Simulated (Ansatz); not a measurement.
# AlBFGaH₇NSi: a ladder of functionals and wavefunction methods

How much do the methods differ for AlBFGaH₇NSi? The plan is to run it at one geometry with functionals of several rungs and with coupled cluster. The yardstick is the atomisation energy at the CCSD(T) limit.

Computed with Ansatz 0.2.0, Gaussian basis. Level: functionals in def2-TZVPP, the program's frozen cores in correlated methods.

The runs, in order: LDA (SPW92), PBE-D4, revPBE-D4, BLYP-D4, r2SCAN-D4, B97M-V, PBE0-D4, B3LYP-D4, r2SCANh-D4, r2SCAN0-D4, HSE06-D4, BHLYP-D4, CAM-B3LYP-D4, LC-ωPBE, ωB97X-V, ωB97M-V, B2PLYP, PBE-QIDH; CCSD(T)/def2-SVP; CCSD(T)/def2-TZVPP; MP2/def2-QZVPP; extrapolation to the limit; RPA on PBE.

## Step 1: Structure used throughout

All runs share one geometry, relaxed beforehand with PBE0-D4 in a triple-zeta def2 set.

SMILES `B[N]([SiH3])[Al]([F])[GaH2]`, 13 atoms, charge 0, spin multiplicity 1.

Atoms are counted from 1 here; the program's logs count them from 0.

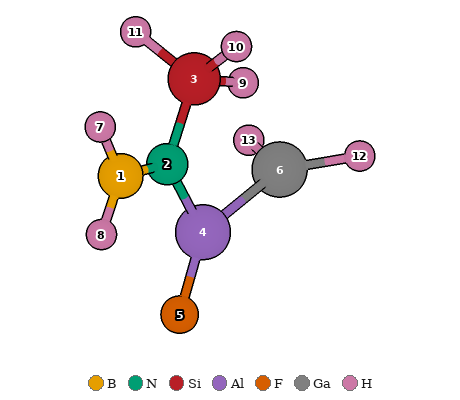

The geometry (boron amber, nitrogen teal, silicon red, aluminium purple, fluorine orange, gallium grey, hydrogen pink); atoms are numbered from 1 in the order of the file.

## Step 2: LDA

This LDA is Slater exchange with PW92 correlation.

Input file in.yaml:

```yaml
crystal:
  periodic: [false, false, false]
  atoms:
    - {symbol: B, position_ang: [0.099265, -2.164904, -0.897597]}
    - {symbol: N, position_ang: [-0.019515, -0.846266, -0.395838]}
    - {symbol: Si, position_ang: [1.141154, -0.274981, 0.758212]}
    - {symbol: Al, position_ang: [-1.316072, 0.353165, -0.858109]}
    - {symbol: F, position_ang: [-2.454570, -0.121153, -1.951305]}
    - {symbol: Ga, position_ang: [-0.832350, 2.415481, 0.443812]}
    - {symbol: H, position_ang: [0.998076, -2.874113, -0.521950]}
    - {symbol: H, position_ang: [-0.693478, -2.577034, -1.696042]}
    - {symbol: H, position_ang: [0.756774, 1.155886, 1.112430]}
    - {symbol: H, position_ang: [2.518400, -0.195169, 0.217431]}
    - {symbol: H, position_ang: [1.116562, -1.022976, 2.037032]}
    - {symbol: H, position_ang: [0.121983, 3.526580, -0.128460]}
    - {symbol: H, position_ang: [-1.436230, 2.625483, 1.880393]}
basis:
  gaussian: {orbitals: def2-TZVPP}
hamiltonian: {xc: lda}
output: {orbitals: {seedname: orbitals}}
```

The run is started by

```bash
> ansatz run in.yaml --threads 2 --pin off --events-out ev --progress --plain --max-ram 32768MiB --backend cuda --devices 0, --max-vram 18GiB
```

Log (excerpt; [...] marks lines left out):

```text
Functional definition: SPW92
  name "SPW92"
  cite "Dirac, Proc. Camb. Phil. Soc. 26, 376 (1930) doi:10.1017/S0305004100016108"
  cite "Slater, Phys. Rev. 81, 385 (1951) doi:10.1103/PhysRev.81.385"
  cite "Perdew & Wang, Phys. Rev. B 45, 13244 (1992) doi:10.1103/PhysRevB.45.13244"
[...]
1818 factors; their error is unknown
[...]
mean field -71675.10039809 eV, -2634.0113565018 hartree, gradient 5.2e-5 eV, S^2 0.000000; 0 other end points of the search recorded, 0 dependent functions left out
reference -71675.10045490 eV, -2634.0113585897 hartree; 43, 43 occupied and 280, 280 virtual orbitals, 1818 factors
Total energy: -71675.10045490 eV, -2634.0113585897 hartree
```

Wall time 4.1 s (1 × H100 (card shared with other runs) with 2 threads of AMD EPYC 7R13, shared host); peak host memory 0.83 GiB.

Atomisation energy: 4718.1 kJ/mol (free atoms -71626.201 eV, run apart). HOMO -6.46 eV, LUMO -2.85 eV.

## Step 3: PBE-D4 (GGA)

in.yaml, as its differences from that of step 2:

```diff
@@ -18,3 +18,3 @@
   gaussian: {orbitals: def2-TZVPP}
-hamiltonian: {xc: lda}
-output: {orbitals: {seedname: orbitals}}
+hamiltonian: {xc: pbe, dispersion: d4}
+output: {forces: true, orbitals: {seedname: orbitals}}
```

Launched as before.

Log (excerpt; [...] marks lines left out):

```text
Functional definition: PBE
  name "PBE"
  cite "Perdew, Burke & Ernzerhof, Phys. Rev. Lett. 77, 3865 (1996) doi:10.1103/PhysRevLett.77.3865"
  parent pbe
[...]
1818 factors; their error is unknown
[...]
mean field -71834.38991064 eV, -2639.8651381177 hartree, gradient 3.0e-5 eV, S^2 0.000000; 0 other end points of the search recorded, 0 dependent functions left out
[...]
Atom 9 at     2.518400    -0.195169     0.217431 Å, force     0.147715     0.017608    -0.056810 eV/Å
Atom 10 at     1.116562    -1.022976     2.037032 Å, force    -0.005930    -0.072208     0.142247 eV/Å
Atom 11 at     0.121983     3.526580    -0.128460 Å, force     0.051304     0.064281    -0.025419 eV/Å
Atom 12 at    -1.436230     2.625483     1.880393 Å, force    -0.029824     0.017349     0.079319 eV/Å
Dipole moment:     0.229468     0.078237     0.212803 e Å
```

Run time: 2.6 s. Hardware: 1 × H100 (card shared with other runs) with 2 threads of AMD EPYC 7R13, shared host; peak host memory 0.85 GiB.

Atomisation energy: 4212.1 kJ/mol (free atoms -71791.102 eV, run apart). HOMO -6.34 eV, LUMO -2.57 eV.

## Step 4: revPBE-D4 (GGA)

in.yaml, as its differences from that of step 3:

```diff
@@ -18,3 +18,3 @@
   gaussian: {orbitals: def2-TZVPP}
-hamiltonian: {xc: pbe, dispersion: d4}
-output: {forces: true, orbitals: {seedname: orbitals}}
+hamiltonian: {xc: {name: revPBE}, dispersion: d4}
+output: {orbitals: {seedname: orbitals}}
```

Launched as before.

Log (excerpt; [...] marks lines left out):

```text
Functional definition: revPBE
  name "revPBE"
  cite "Zhang & Yang, Phys. Rev. Lett. 80, 890 (1998) doi:10.1103/PhysRevLett.80.890"
  cite "Perdew, Burke & Ernzerhof, Phys. Rev. Lett. 77, 3865 (1996) doi:10.1103/PhysRevLett.77.3865"
[...]
1818 factors; their error is unknown
[...]
mean field -71847.28826705 eV, -2640.3391439731 hartree, gradient 3.7e-5 eV, S^2 0.000000; 0 other end points of the search recorded, 0 dependent functions left out
reference -71847.28834264 eV, -2640.3391467510 hartree; 43, 43 occupied and 280, 280 virtual orbitals, 1818 factors
Total energy: -71848.22994610 eV, -2640.3737500398 hartree
```

It took 6.5 s on 1 × H100 (card shared with other runs) with 2 threads of AMD EPYC 7R13, shared host; peak host memory 0.85 GiB.

With the free atoms at this level, -71805.527 eV in sum, the atomisation energy is 4120.2 kJ/mol. HOMO -6.28 eV, LUMO -2.45 eV.

## Step 5: BLYP-D4 (GGA)

in.yaml, as its differences from that of step 4:

```diff
@@ -18,3 +18,3 @@
   gaussian: {orbitals: def2-TZVPP}
-hamiltonian: {xc: {name: revPBE}, dispersion: d4}
+hamiltonian: {xc: {name: BLYP}, dispersion: d4}
 output: {orbitals: {seedname: orbitals}}
```

Launched as before.

Log (excerpt; [...] marks lines left out):

```text
Functional definition: BLYP
  name "BLYP"
  cite "Becke, Phys. Rev. A 38, 3098 (1988) doi:10.1103/PhysRevA.38.3098"
  cite "Lee, Yang & Parr, Phys. Rev. B 37, 785 (1988) doi:10.1103/PhysRevB.37.785"
[...]
1818 factors; their error is unknown
[...]
mean field -71856.72671855 eV, -2640.6860006680 hartree, gradient 6.2e-5 eV, S^2 0.000000; 0 other end points of the search recorded, 0 dependent functions left out
reference -71856.72719309 eV, -2640.6860181069 hartree; 43, 43 occupied and 280, 280 virtual orbitals, 1818 factors
Total energy: -71857.50439926 eV, -2640.7145799071 hartree
```

Run time: 5.5 s. Hardware: 1 × H100 (card shared with other runs) with 2 threads of AMD EPYC 7R13, shared host; peak host memory 0.84 GiB.

With the free atoms at this level, -71814.216 eV in sum, the atomisation energy is 4176.7 kJ/mol. HOMO -6.20 eV, LUMO -2.41 eV.

## Step 6: r2SCAN-D4 (meta-GGA)

in.yaml, as its differences from that of step 5:

```diff
@@ -18,3 +18,3 @@
   gaussian: {orbitals: def2-TZVPP}
-hamiltonian: {xc: {name: BLYP}, dispersion: d4}
-output: {orbitals: {seedname: orbitals}}
+hamiltonian: {xc: r2scan, dispersion: d4}
+output: {forces: true, orbitals: {seedname: orbitals}}
```

Launched as before.

Log (excerpt; [...] marks lines left out):

```text
Functional definition: r2SCAN
  name "r2SCAN"
  cite "Furness, Kaplan, Ning, Perdew & Sun, J. Phys. Chem. Lett. 11, 8208 (2020) doi:10.1021/acs.jpclett.0c02405"
  cite "Furness, Kaplan, Ning, Perdew & Sun, J. Phys. Chem. Lett. 11, 9248 (2020) doi:10.1021/acs.jpclett.0c03077"
  parent r2scan
[...]
1818 factors; their error is unknown
[...]
Atom 9 at     2.518400    -0.195169     0.217431 Å, force    -0.025675    -0.003962     0.013352 eV/Å
Atom 10 at     1.116562    -1.022976     2.037032 Å, force     0.003425     0.014236    -0.024882 eV/Å
Atom 11 at     0.121983     3.526580    -0.128460 Å, force    -0.072275    -0.065005     0.066353 eV/Å
Atom 12 at    -1.436230     2.625483     1.880393 Å, force     0.057932     0.010316    -0.101481 eV/Å
Dipole moment:     0.229066     0.046372     0.198172 e Å
```

It took 5.5 s on 1 × H100 (card shared with other runs) with 2 threads of AMD EPYC 7R13, shared host; peak host memory 0.87 GiB.

With the free atoms at this level, -71808.301 eV in sum, the atomisation energy is 4225.7 kJ/mol. HOMO -6.56 eV, LUMO -2.32 eV.

## Step 7: B97M-V (meta-GGA)

in.yaml, as its differences from that of step 6:

```diff
@@ -18,3 +18,3 @@
   gaussian: {orbitals: def2-TZVPP}
-hamiltonian: {xc: r2scan, dispersion: d4}
-output: {forces: true, orbitals: {seedname: orbitals}}
+hamiltonian: {xc: {name: B97M-V}}
+output: {orbitals: {seedname: orbitals}}
```

Launched as before.

Log (excerpt; [...] marks lines left out):

```text
Functional definition: B97M-V
  name "B97M-V"
  cite "Mardirossian & Head-Gordon, J. Chem. Phys. 142, 074111 (2015) doi:10.1063/1.4907719"
  cite "Becke, J. Chem. Phys. 107, 8554 (1997) doi:10.1063/1.475007"
  cite "Vydrov & Van Voorhis, J. Chem. Phys. 133, 244103 (2010) doi:10.1063/1.3521275"
  # Of w^i u^j: cxij and so on, Table III.
[...]
  gx(w, u) = cx00 + cx01*u + cx02*u^2 + (cx10 + cx11*u)*w
[...]
  gos(w, u) = cos00 + cos01*u + cos03*u^3 + cos10*w + cos32*w^3*u^2
[...]
      + integral(e_c_pw_mod_opposite_spin*gos(b97_w_opposite, b97_u_opposite)) + vv10(b, c)
1818 factors; their error is unknown
[...]
mean field -71841.77314394 eV, -2640.1364669370 hartree, gradient 2.6e-5 eV, S^2 0.000000; 0 other end points of the search recorded, 0 dependent functions left out
reference -71841.77323227 eV, -2640.1364701832 hartree; 43, 43 occupied and 280, 280 virtual orbitals, 1818 factors
Total energy: -71841.77323227 eV, -2640.1364701832 hartree
```

Run time: 10 s. Hardware: 1 × H100 (card shared with other runs) with 2 threads of AMD EPYC 7R13, shared host; peak host memory 0.93 GiB.

Atomisation energy: 4243.7 kJ/mol (free atoms -71797.790 eV, run apart). HOMO -6.64 eV, LUMO -2.43 eV.

## Step 8: PBE0-D4 (hybrid)

in.yaml, as its differences from that of step 7:

```diff
@@ -18,3 +18,3 @@
   gaussian: {orbitals: def2-TZVPP}
-hamiltonian: {xc: {name: B97M-V}}
+hamiltonian: {xc: pbe0, dispersion: d4}
 output: {orbitals: {seedname: orbitals}}
```

Launched as before.

Log (excerpt; [...] marks lines left out):

```text
Functional definition: PBE0
  name "PBE0"
  cite "Adamo & Barone, J. Chem. Phys. 110, 6158 (1999) doi:10.1063/1.478522"
  cite "Perdew, Burke & Ernzerhof, Phys. Rev. Lett. 77, 3865 (1996) doi:10.1103/PhysRevLett.77.3865"
  parent pbe
[...]
1897 factors; their error is unknown
[...]
mean field -71837.31633678 eV, -2639.9726822947 hartree, gradient 2.3e-5 eV, S^2 0.000000; 0 other end points of the search recorded, 0 dependent functions left out
reference -71837.31638182 eV, -2639.9726839499 hartree; 43, 43 occupied and 280, 280 virtual orbitals, 1897 factors
Total energy: -71837.63252415 eV, -2639.9843019662 hartree
```

Run time: 6 s. Hardware: 1 × H100 (card shared with other runs) with 2 threads of AMD EPYC 7R13, shared host; peak host memory 0.86 GiB.

Atomisation energy: 4169.8 kJ/mol (free atoms -71794.415 eV, run apart). HOMO -7.38 eV, LUMO -1.76 eV.

## Step 9: B3LYP-D4 (hybrid)

B3LYP here takes the VWN-RPA correlation.

in.yaml, as its differences from that of step 8:

```diff
@@ -18,3 +18,3 @@
   gaussian: {orbitals: def2-TZVPP}
-hamiltonian: {xc: pbe0, dispersion: d4}
-output: {orbitals: {seedname: orbitals}}
+hamiltonian: {xc: {name: B3LYP}, dispersion: d4}
+output: {forces: true, orbitals: {seedname: orbitals}}
```

Launched as before.

Log (excerpt; [...] marks lines left out):

```text
Functional definition: B3LYP
  name "B3LYP"
  cite "Stephens, Devlin, Chabalowski & Frisch, J. Phys. Chem. 98, 11623 (1994) doi:10.1021/j100096a001"
  cite "Becke, Phys. Rev. A 38, 3098 (1988) doi:10.1103/PhysRevA.38.3098"
  cite "Lee, Yang & Parr, Phys. Rev. B 37, 785 (1988) doi:10.1103/PhysRevB.37.785"
  cite "Vosko, Wilk & Nusair, Can. J. Phys. 58, 1200 (1980) doi:10.1139/p80-159"
[...]
1880 factors; their error is unknown
[...]
Atom 9 at     2.518400    -0.195169     0.217431 Å, force    -0.093184    -0.011877     0.040769 eV/Å
Atom 10 at     1.116562    -1.022976     2.037032 Å, force     0.006998     0.048259    -0.089715 eV/Å
Atom 11 at     0.121983     3.526580    -0.128460 Å, force    -0.008510     0.002527     0.013390 eV/Å
Atom 12 at    -1.436230     2.625483     1.880393 Å, force     0.007449     0.011799    -0.007156 eV/Å
Dipole moment:     0.229973     0.060173     0.205090 e Å
```

Run time: 8.5 s. Hardware: 1 × H100 (card shared with other runs) with 2 threads of AMD EPYC 7R13, shared host; peak host memory 0.92 GiB.

With the free atoms at this level, -71816.125 eV in sum, the atomisation energy is 4204.2 kJ/mol. HOMO -7.19 eV, LUMO -1.94 eV.

## Step 10: r2SCANh-D4 (hybrid)

in.yaml, as its differences from that of step 9:

```diff
@@ -18,3 +18,3 @@
   gaussian: {orbitals: def2-TZVPP}
-hamiltonian: {xc: {name: B3LYP}, dispersion: d4}
-output: {forces: true, orbitals: {seedname: orbitals}}
+hamiltonian: {xc: {name: r2SCANh}, dispersion: d4}
+output: {orbitals: {seedname: orbitals}}
```

Launched as before.

Log (excerpt; [...] marks lines left out):

```text
Functional definition: r2SCANh
  name "r2SCANh"
  cite "Bursch, Neugebauer, Ehlert & Grimme, J. Chem. Phys. 156, 134105 (2022) doi:10.1063/5.0086040"
  cite "Furness, Kaplan, Ning, Perdew & Sun, J. Phys. Chem. Lett. 11, 8208 (2020) doi:10.1021/acs.jpclett.0c02405"
  cite "Furness, Kaplan, Ning, Perdew & Sun, J. Phys. Chem. Lett. 11, 9248 (2020) doi:10.1021/acs.jpclett.0c03077"
  parent r2scan
[...]
1841 factors; their error is unknown
[...]
mean field -71851.38635132 eV, -2640.4897457921 hartree, gradient 3.9e-5 eV, S^2 0.000000; 0 other end points of the search recorded, 0 dependent functions left out
reference -71851.38636832 eV, -2640.4897464170 hartree; 43, 43 occupied and 280, 280 virtual orbitals, 1841 factors
Total energy: -71851.48374940 eV, -2640.4933251055 hartree
```

Run time: 7 s. Hardware: 1 × H100 (card shared with other runs) with 2 threads of AMD EPYC 7R13, shared host; peak host memory 0.88 GiB.

With the free atoms at this level, -71807.928 eV in sum, the atomisation energy is 4202.4 kJ/mol. HOMO -6.94 eV, LUMO -2.03 eV.

## Step 11: r2SCAN0-D4 (hybrid)

in.yaml, as its differences from that of step 10:

```diff
@@ -18,3 +18,3 @@
   gaussian: {orbitals: def2-TZVPP}
-hamiltonian: {xc: {name: r2SCANh}, dispersion: d4}
+hamiltonian: {xc: {name: r2SCAN0}, dispersion: d4}
 output: {orbitals: {seedname: orbitals}}
```

Launched as before.

Log (excerpt; [...] marks lines left out):

```text
Functional definition: r2SCAN0
  name "r2SCAN0"
  cite "Bursch, Neugebauer, Ehlert & Grimme, J. Chem. Phys. 156, 134105 (2022) doi:10.1063/5.0086040"
  cite "Furness, Kaplan, Ning, Perdew & Sun, J. Phys. Chem. Lett. 11, 8208 (2020) doi:10.1021/acs.jpclett.0c02405"
  cite "Furness, Kaplan, Ning, Perdew & Sun, J. Phys. Chem. Lett. 11, 9248 (2020) doi:10.1021/acs.jpclett.0c03077"
  parent r2scan
[...]
1897 factors; their error is unknown
[...]
mean field -71850.50910106 eV, -2640.4575074397 hartree, gradient 4.3e-5 eV, S^2 0.000000; 0 other end points of the search recorded, 0 dependent functions left out
reference -71850.50911579 eV, -2640.4575079811 hartree; 43, 43 occupied and 280, 280 virtual orbitals, 1897 factors
Total energy: -71850.61763619 eV, -2640.4614960320 hartree
```

Wall time 4.1 s (1 × H100 (card shared with other runs) with 2 threads of AMD EPYC 7R13, shared host); peak host memory 0.88 GiB.

With the free atoms at this level, -71807.399 eV in sum, the atomisation energy is 4169.9 kJ/mol. HOMO -7.52 eV, LUMO -1.62 eV.

## Step 12: HSE06-D4 (hybrid)

HSE06 is the plane-wave form, built on full-range PBE exchange.

in.yaml, as its differences from that of step 11:

```diff
@@ -18,3 +18,3 @@
   gaussian: {orbitals: def2-TZVPP}
-hamiltonian: {xc: {name: r2SCAN0}, dispersion: d4}
+hamiltonian: {xc: hse06, dispersion: d4}
 output: {orbitals: {seedname: orbitals}}
```

The command is unchanged.

Log (excerpt; [...] marks lines left out):

```text
Functional definition: HSE06
  name "HSE06"
  cite "Heyd, Scuseria & Ernzerhof, J. Chem. Phys. 118, 8207 (2003) doi:10.1063/1.1564060"
  cite "Krukau, Vydrov, Izmaylov & Scuseria, J. Chem. Phys. 125, 224106 (2006) doi:10.1063/1.2404663"
  cite "Heyd & Scuseria, J. Chem. Phys. 120, 7274 (2004) doi:10.1063/1.1668634"
  cite "Ernzerhof & Perdew, J. Chem. Phys. 109, 3313 (1998) doi:10.1063/1.476928"
[...]
1897 factors; their error is unknown
152 factors; integrals over basis functions are off by at most 3.9e-7 eV
[...]
mean field -71836.70093277 eV, -2639.9500666144 hartree, gradient 5.6e-5 eV, S^2 0.000000; 0 other end points of the search recorded, 0 dependent functions left out
reference -71836.70099277 eV, -2639.9500688194 hartree; 43, 43 occupied and 280, 280 virtual orbitals, 1897 factors
Total energy: -71837.00078747 eV, -2639.9610860715 hartree
```

It took 7.5 s on 1 × H100 (card shared with other runs) with 2 threads of AMD EPYC 7R13, shared host; peak host memory 0.87 GiB.

Atomisation energy: 4171.0 kJ/mol (free atoms -71793.771 eV, run apart). HOMO -6.99 eV, LUMO -2.13 eV.

## Step 13: BHLYP-D4 (hybrid)

in.yaml, as its differences from that of step 12:

```diff
@@ -18,3 +18,3 @@
   gaussian: {orbitals: def2-TZVPP}
-hamiltonian: {xc: hse06, dispersion: d4}
+hamiltonian: {xc: {name: BHLYP}, dispersion: d4}
 output: {orbitals: {seedname: orbitals}}
```

Same command.

Log (excerpt; [...] marks lines left out):

```text
Functional definition: BHLYP
  name "BHLYP"
  cite "Becke, J. Chem. Phys. 98, 1372 (1993) doi:10.1063/1.464304"
  cite "Becke, Phys. Rev. A 38, 3098 (1988) doi:10.1103/PhysRevA.38.3098"
  cite "Lee, Yang & Parr, Phys. Rev. B 37, 785 (1988) doi:10.1103/PhysRevB.37.785"
[...]
2034 factors; their error is unknown
[...]
mean field -71853.47230056 eV, -2640.5664030129 hartree, gradient 6.0e-5 eV, S^2 0.000000; 0 other end points of the search recorded, 0 dependent functions left out
reference -71853.47253846 eV, -2640.5664117555 hartree; 43, 43 occupied and 280, 280 virtual orbitals, 2034 factors
Total energy: -71853.99664474 eV, -2640.5856723060 hartree
```

It took 7 s on 1 × H100 (card shared with other runs) with 2 threads of AMD EPYC 7R13, shared host; peak host memory 0.86 GiB.

With the free atoms at this level, -71811.156 eV in sum, the atomisation energy is 4133.5 kJ/mol. HOMO -8.32 eV, LUMO -0.87 eV.

## Step 14: CAM-B3LYP-D4 (range-separated)

in.yaml, as its differences from that of step 13:

```diff
@@ -18,3 +18,3 @@
   gaussian: {orbitals: def2-TZVPP}
-hamiltonian: {xc: {name: BHLYP}, dispersion: d4}
+hamiltonian: {xc: {name: CAM-B3LYP}, dispersion: d4}
 output: {orbitals: {seedname: orbitals}}
```

The command is unchanged.

Log (excerpt; [...] marks lines left out):

```text
Functional definition: CAM-B3LYP
  name "CAM-B3LYP"
  cite "Yanai, Tew & Handy, Chem. Phys. Lett. 393, 51 (2004) doi:10.1016/j.cplett.2004.06.011"
  cite "Iikura, Tsuneda, Yanai & Hirao, J. Chem. Phys. 115, 3540 (2001) doi:10.1063/1.1383587"
  cite "Becke, Phys. Rev. A 38, 3098 (1988) doi:10.1103/PhysRevA.38.3098"
  cite "Lee, Yang & Parr, Phys. Rev. B 37, 785 (1988) doi:10.1103/PhysRevB.37.785"
[...]
1875 factors; their error is unknown
482 factors; integrals over basis functions are off by at most 1.4e-5 eV
[...]
mean field -71858.01770460 eV, -2640.7334435301 hartree, gradient 5.0e-5 eV, S^2 0.000000; 0 other end points of the search recorded, 0 dependent functions left out
reference -71858.01787685 eV, -2640.7334498602 hartree; 43, 43 occupied and 280, 280 virtual orbitals, 1875 factors
Total energy: -71858.34714494 eV, -2640.7455502394 hartree
```

Wall time 11 s (1 × H100 (card shared with other runs) with 2 threads of AMD EPYC 7R13, shared host); peak host memory 0.89 GiB.

Atomisation energy: 4236.6 kJ/mol (free atoms -71814.438 eV, run apart). HOMO -8.62 eV, LUMO -0.76 eV.

## Step 15: LC-ωPBE (range-separated)

in.yaml, as its differences from that of step 14:

```diff
@@ -18,3 +18,3 @@
   gaussian: {orbitals: def2-TZVPP}
-hamiltonian: {xc: {name: CAM-B3LYP}, dispersion: d4}
+hamiltonian: {xc: {name: LC-wPBE}}
 output: {orbitals: {seedname: orbitals}}
```

Launched as before.

Log (excerpt; [...] marks lines left out):

```text
Functional definition: LC-wPBE
  name "LC-wPBE"
  cite "Vydrov & Scuseria, J. Chem. Phys. 125, 234109 (2006) doi:10.1063/1.2409292"
  cite "Heyd & Scuseria, J. Chem. Phys. 120, 7274 (2004) doi:10.1063/1.1668634"
  cite "Ernzerhof & Perdew, J. Chem. Phys. 109, 3313 (1998) doi:10.1063/1.476928"
  cite "Perdew, Burke & Ernzerhof, Phys. Rev. Lett. 77, 3865 (1996) doi:10.1103/PhysRevLett.77.3865"
  parent pbe
[...]
1818 factors; their error is unknown
624 factors; integrals over basis functions are off by at most 2.6e-5 eV
[...]
mean field -71841.58005079 eV, -2640.1293708944 hartree, gradient 6.3e-5 eV, S^2 0.000000; 0 other end points of the search recorded, 0 dependent functions left out
reference -71841.58005080 eV, -2640.1293708948 hartree; 43, 43 occupied and 280, 280 virtual orbitals, 1818 factors
Total energy: -71841.58005080 eV, -2640.1293708948 hartree
```

Wall time 5.5 s (1 × H100 (card shared with other runs) with 2 threads of AMD EPYC 7R13, shared host); peak host memory 0.87 GiB.

With the free atoms at this level, -71798.124 eV in sum, the atomisation energy is 4192.8 kJ/mol. HOMO -9.88 eV, LUMO 0.31 eV.

(Part 1 of 2 ends here.)
